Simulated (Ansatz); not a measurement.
**GeH2O (SMILES [O]=[GeH2]): levels of theory compared**

Wanted: a comparison of 6 runs (HF/STO-3G, BHLYP/STO-3G, CAM-B3LYP/STO-3G, PBE0/STO-3G, wB97M-V/STO-3G, CCSDTQ/STO-3G) of GeH2O. 

The results are computed with Ansatz 0.2.0.

51 further runs of the same task are left out: 3 that didn't finish, 48 set aside as unsound or not needed.

## 1. The structure to begin with

GeH2O has 4 atoms, charge 0, and is taken as a singlet. SMILES: `[O]=[GeH2]`. The H3–Ge2 distance was set to 3.049 Å, away from the relaxed value. At this shape a bond of the SMILES string is far longer than usual.

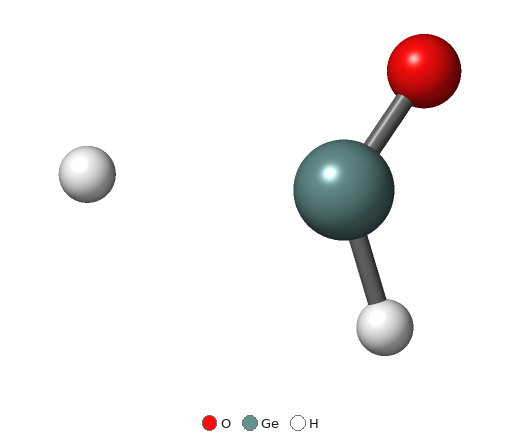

Viewed from a chosen angle; oxygen red, germanium teal, hydrogen white.

## 2. A single-point energy at HF/STO-3G (run 1)

molecule.yaml

```yaml
crystal:
  periodic: [false, false, false]
  atoms:
    - {symbol: O, position_ang: [1.053628, -1.030358, 2.346159]}
    - {symbol: Ge, position_ang: [1.109758, -0.111508, 1.068819]}
    - {symbol: H, position_ang: [-1.112200, 0.070350, -1.011580]}
    - {symbol: H, position_ang: [2.281718, 0.798742, 0.717169]}
basis:
  gaussian:
    orbitals: STO-3G
total_charge: 0
hamiltonian:
  xc: hf
accuracy: high
```

Run with:

```bash
ansatz run molecule.yaml --threads 1 --pin off --max-ram 2610MiB --events-out events.jsonl --progress --plain --runs-dir runs
```

Log:

```text
Warning: RAYON_NUM_THREADS=1 ignored (pool sized by the plan → 1); use --threads N
Functional definition: HF
  name "HF"
  exchange = exact_x
  correlation = 0
353 factors; integrals over basis functions are off by at most 5.8e-9 eV
mean field evaluation 1: about -57855.5402 eV, gradient 3.4e1 eV
mean field evaluation 2: about -57855.5791 eV, gradient 3.4e1 eV
mean field evaluation 4: about -57862.0132 eV, gradient 5.5e0 eV
mean field evaluation 8: about -57862.3005 eV, gradient 1.3e-1 eV
mean field evaluation 16: about -57862.2955 eV, gradient 1.6e-8 eV
mean field -57862.29550570 eV, -2126.4001393620 hartree, gradient 1.6e-8 eV, S^2 0.000000; 0 other end points of the search recorded, 0 dependent functions left out
reference -57862.29550570 eV, -2126.4001393620 hartree; 21, 21 occupied and 4, 4 virtual orbitals, 353 factors
Total energy: -57862.29550570 eV, -2126.4001393620 hartree
```

Run time: 0.18 s. Hardware: 1 thread of Arm Neoverse V1, shared host.

## 3. The energy at BHLYP/STO-3G (run 2)

in.yaml

```yaml
crystal:
  periodic: [false, false, false]
  atoms:
    - {symbol: O, position_ang: [1.053628, -1.030358, 2.346159]}
    - {symbol: Ge, position_ang: [1.109758, -0.111508, 1.068819]}
    - {symbol: H, position_ang: [-1.112200, 0.070350, -1.011580]}
    - {symbol: H, position_ang: [2.281718, 0.798742, 0.717169]}
basis:
  gaussian:
    orbitals: STO-3G
hamiltonian:
  xc: {name: BHLYP}
accuracy: high
```

Run with:

```bash
ansatz run in.yaml --threads 1 --pin off --max-ram 2610MiB --events-out events.jsonl --progress --plain --runs-dir runs
```

Log:

```text
Warning: RAYON_NUM_THREADS=1 ignored (pool sized by the plan → 1); use --threads N
Functional definition: BHLYP
  name "BHLYP"
  parameter a = 0.5
  exchange = (1 - a)*b88_x + a*exact_x
  correlation = lyp_c
353 factors; integrals over basis functions are off by at most 5.8e-9 eV
mean field evaluation 1: about -57900.7830 eV, gradient 4.3e1 eV
mean field evaluation 2: about -57880.0947 eV, gradient 9.0e1 eV
mean field evaluation 4: about -57905.4454 eV, gradient 3.0e1 eV
mean field evaluation 8: about -57910.6355 eV, gradient 1.4e0 eV
mean field evaluation 16: about -57910.6631 eV, gradient 4.1e-4 eV
mean field -57910.66314915 eV, -2128.1776174741 hartree, gradient 6.1e-8 eV, S^2 0.000000; 0 other end points of the search recorded, 0 dependent functions left out
reference -57910.66316661 eV, -2128.1776181157 hartree; 21, 21 occupied and 4, 4 virtual orbitals, 353 factors
Total energy: -57910.66316661 eV, -2128.1776181157 hartree
```

It took 1.1 s on 1 thread of Arm Neoverse V1, shared host; peak memory 0.091 GiB.

Runs 3 to 4 aren't shown in full; the table further down has their settings and results.

## 4. A single-point energy at wB97M-V/STO-3G (run 5)

input.yaml

```yaml
crystal:
  periodic: [false, false, false]
  atoms:
    - {symbol: O, position_ang: [1.053628, -1.030358, 2.346159]}
    - {symbol: Ge, position_ang: [1.109758, -0.111508, 1.068819]}
    - {symbol: H, position_ang: [-1.112200, 0.070350, -1.011580]}
    - {symbol: H, position_ang: [2.281718, 0.798742, 0.717169]}
basis:
  gaussian: {orbitals: STO-3G}
hamiltonian: {xc: {name: wB97M-V}}
accuracy: high
```

Run with:

```bash
ansatz run input.yaml --threads 1 --pin off --max-ram 2610MiB --events-out events.jsonl --progress --plain --runs-dir runs
```

Log (excerpt; [...] marks lines left out):

```text
Warning: RAYON_NUM_THREADS=1 ignored (pool sized by the plan → 1); use --threads N
Functional definition: wB97M-V
  name "wB97M-V"
[...]
  gx(w, u) = 1 - cx + cx01*u + cx10*w
  gss(w, u) = css00 + css04*u^4 + css10*w + css20*w^2 + css43*w^4*u^3
  gos(w, u) = cos00 + cos10*w + (cos20 + cos21*u)*w^2 + (cos60 + cos61*u)*w^6
[...]
      + integral(e_c_pw_mod_opposite_spin*gos(b97_w_opposite, b97_u_opposite)) + vv10(b, c)
353 factors; integrals over basis functions are off by at most 5.8e-9 eV
115 factors; integrals over basis functions are off by at most 8.7e-10 eV
[...]
mean field -57912.28172112 eV, -2128.2370988968 hartree, gradient 1.2e-8 eV, S^2 0.000000; 0 other end points of the search recorded, 0 dependent functions left out
reference -57912.28172346 eV, -2128.2370989828 hartree; 21, 21 occupied and 4, 4 virtual orbitals, 353 factors
Total energy: -57912.28172346 eV, -2128.2370989828 hartree
```

It took 16 s on 1 thread of Arm Neoverse V1, shared host; peak memory 0.25 GiB.

## 5. The energy at CCSDTQ/STO-3G (run 6)

molecule.yaml, as its differences from that of step 2:

```diff
@@ -1 +1,4 @@
+basis:
+  gaussian:
+    orbitals: STO-3G
 crystal:
@@ -7,8 +10,7 @@
     - {symbol: H, position_ang: [2.281718, 0.798742, 0.717169]}
-basis:
-  gaussian:
-    orbitals: STO-3G
-total_charge: 0
-hamiltonian:
-  xc: hf
+scf:
+  omitted_lower_state_checks: [cluster_reference, increment]
+correlation:
+  method: ccsdtq
+  frozen_orbitals: {Ge: 9, H: 0, O: 1}
 accuracy: high
```

Run with:

```bash
ansatz run molecule.yaml --threads 1 --pin off --max-ram 2610MiB --events-out events.jsonl --progress --plain --runs-dir runs
```

Log:

```text
Warning: RAYON_NUM_THREADS=1 ignored (pool sized by the plan → 1); use --threads N
[... 12 lines left out ...]
10 core orbitals not correlated: weight in the atoms' cores, before any rotation towards them, 1.000 or more for the frozen orbitals, at most 0.000 for the correlated occupied ones
[... 45 lines left out ...]
WARN: these amplitudes may be one of several solutions (largest doubles amplitude 0.75, level shift 8.79 eV)
Total energy: -57870.19756371 eV, -2126.6905346377 hartree
Checks for a lower state left out: cluster_reference, increment
```

Run time: 20 s. Hardware: 1 thread of Arm Neoverse V1, shared host; peak memory 0.22 GiB.

## 6. The series

| run | level | frozen core orbitals | energy (Eh) | wall time |
| --- | --- | --- | --- | --- |
| 1 | HF/STO-3G | – | -2126.400139 | 0.18 s |
| 2 | BHLYP/STO-3G | – | -2128.177618 | 1.1 s |
| 3 | CAM-B3LYP/STO-3G | – | -2128.178130 | 1.3 s |
| 4 | PBE0/STO-3G | – | -2127.897170 | 1.4 s |
| 5 | wB97M-V/STO-3G | – | -2128.237099 | 16 s |
| 6 | CCSDTQ/STO-3G | 10 | -2126.690535 | 20 s |

## 7. What came out

| quantity | value |
| --- | --- |
| run 6: total energy | -2126.69053 Eh |
| run 6: correlation energy (10 core orbitals frozen) | -290.4 mEh |
| run 6: T1 diagnostic | 0.037 |

**Reading.** Totals of different functionals can't be ranked against each other. In run 6 the log says that unrestricted orbitals would lower the reference, so the values rest on an unstable closed-shell determinant (other closed-shell runs at this shape may share the fault). In runs 1, 2, 3, 4, 5, 6 the basis is minimal, so the values are rough. In runs 1, 2, 3, 4, 5 a closed-shell determinant meets a far-stretched bond, which it describes badly. All runs together took 40 s, the longest 20 s.
